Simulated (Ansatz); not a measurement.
**CHFNSi (SMILES N#C[SiH]F): UHF/STO-3G**

What is the vertical electron affinity of CHFNSi at UHF/STO-3G? 

The results are computed with Ansatz 0.2.0.

75 further runs of the same task are left out: 75 set aside as unsound or not needed. Runs told in other sessions of the task aren't counted.

## (1) The structure to begin with

The species is CHFNSi (5 atoms), meant as a doublet with charge 0. As SMILES, `N#C[SiH]F`. The coordinates come from a PBE0-D4/def2-TZVP relaxation.

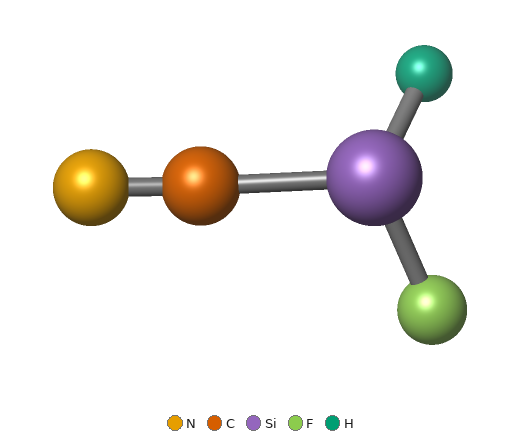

Viewed from a chosen angle; nitrogen amber, carbon orange, silicon purple, fluorine green, hydrogen teal.

## (2) A single-point energy at UHF/STO-3G

The input, input.yaml:

```yaml
crystal:
  periodic: [false, false, false]
  atoms:
    - {symbol: "N", position_ang: [1.347400, -1.164000, 1.391300]}
    - {symbol: C, position_ang: [0.713800, -0.590000, 0.616200]}
    - {symbol: Si, position_ang: [-0.146100, 0.297600, -0.743500]}
    - {symbol: F, position_ang: [-1.590300, -0.347100, -0.917700]}
    - {symbol: H, position_ang: [-0.274900, 1.730000, -0.387600]}
basis:
  gaussian:
    orbitals: STO-3G
magnetization:
  spin_polarized: true
  initial_magnetization: 1
hamiltonian:
  xc: hf
accuracy: high
output:
  orbitals: {seedname: orbitals}
```

Run with:

```
$ ansatz run input.yaml --threads 1 --pin off --max-ram 2610MiB --events-out events.jsonl --progress --plain --runs-dir runs
```

What it wrote:

```text
Warning: RAYON_NUM_THREADS=1 ignored (pool sized by the plan → 1); use --threads N
Functional definition: HF
  name "HF"
  exchange = exact_x
  correlation = 0
466 factors; integrals over basis functions are off by at most 2.0e-8 eV
mean field evaluation 1: about -12929.9063 eV, gradient 2.5e1 eV
mean field evaluation 2: about -12929.9482 eV, gradient 2.5e1 eV
mean field evaluation 4: about -12934.3206 eV, gradient 2.4e0 eV
mean field evaluation 8: about -12934.4226 eV, gradient 2.4e-1 eV
mean field evaluation 16: about -12934.4471 eV, gradient 5.2e-4 eV
mean field evaluation 32: about -12932.0246 eV, gradient 8.6e0 eV
mean field -12934.44710102 eV, -475.3321636792 hartree, gradient 4.4e-8 eV, S^2 0.868506; 0 other end points of the search recorded, 0 dependent functions left out
reference -12934.44710102 eV, -475.3321636792 hartree; 19, 18 occupied and 6, 7 virtual orbitals, 466 factors
Total energy: -12934.44710102 eV, -475.3321636792 hartree
```

It took 0.32 s on 1 thread of Arm Neoverse V1, shared host.

## (3) The singlet anion, same level

The input, run.yaml:

```yaml
crystal:
  periodic: [false, false, false]
  atoms:
    - {symbol: "N", position_ang: [1.347400, -1.164000, 1.391300]}
    - {symbol: C, position_ang: [0.713800, -0.590000, 0.616200]}
    - {symbol: Si, position_ang: [-0.146100, 0.297600, -0.743500]}
    - {symbol: F, position_ang: [-1.590300, -0.347100, -0.917700]}
    - {symbol: H, position_ang: [-0.274900, 1.730000, -0.387600]}
basis:
  gaussian: {orbitals: STO-3G}
total_charge: -1
hamiltonian: {xc: hf}
accuracy: high
output: {orbitals: {seedname: orbitals}}
```

Run with:

```
$ ansatz run run.yaml --threads 1 --pin off --max-ram 2610MiB --events-out events.jsonl --progress --plain --runs-dir runs
```

What it wrote:

```text
Warning: RAYON_NUM_THREADS=1 ignored (pool sized by the plan → 1); use --threads N
[... 4 set-up lines as earlier in the session ...]
466 factors; integrals over basis functions are off by at most 2.0e-8 eV
mean field evaluation 1: about -12927.7951 eV, gradient 2.9e1 eV
mean field evaluation 2: about -12927.8530 eV, gradient 2.9e1 eV
mean field evaluation 4: about -12930.4195 eV, gradient 2.1e0 eV
mean field evaluation 8: about -12930.4538 eV, gradient 6.1e-5 eV
mean field -12930.45181133 eV, -475.1853394914 hartree, gradient 6.4e-8 eV, S^2 0.000000; 0 other end points of the search recorded, 0 dependent functions left out
reference -12930.45181133 eV, -475.1853394914 hartree; 19, 19 occupied and 6, 6 virtual orbitals, 466 factors
Total energy: -12930.45181133 eV, -475.1853394914 hartree
```

Wall time 0.18 s (1 thread of Arm Neoverse V1, shared host).

## (4) Outcome

At UHF/STO-3G:

```
                                                            quantity          value
                                        doublet CHFNSi: total energy  -475.33216 Eh
                  doublet CHFNSi: HOMO energy (highest over α and β)       -7.67 eV
                   doublet CHFNSi: LUMO energy (lowest over α and β)        4.58 eV
                                                doublet CHFNSi: ⟨S²⟩          0.869
                                         singlet anion: total energy  -475.18534 Eh
                                          singlet anion: HOMO energy        3.40 eV
                                          singlet anion: LUMO energy       16.59 eV
singlet anion: HOMO–LUMO gap (to an unbound level, set by the basis)       13.19 eV
                   vertical electron affinity (to the singlet anion)      -3.995 eV
```

In words: The anion lies 4.00 eV (385 kJ/mol) above the neutral: the electron isn't bound at this level, and such a value depends on the basis. Without diffuse functions anions come out too high. Hartree–Fock misses the correlation that binds many anions. In a minimal basis such a difference can be off by several eV, whatever the method. ⟨S²⟩ (doublet CHFNSi) is 0.87 where a pure doublet has 0.75: the reference is spin-contaminated. The HOMO (singlet anion) lies at positive energy, 3.40 eV: the electron is unbound at this level or held by a compact basis; values depend on the basis.
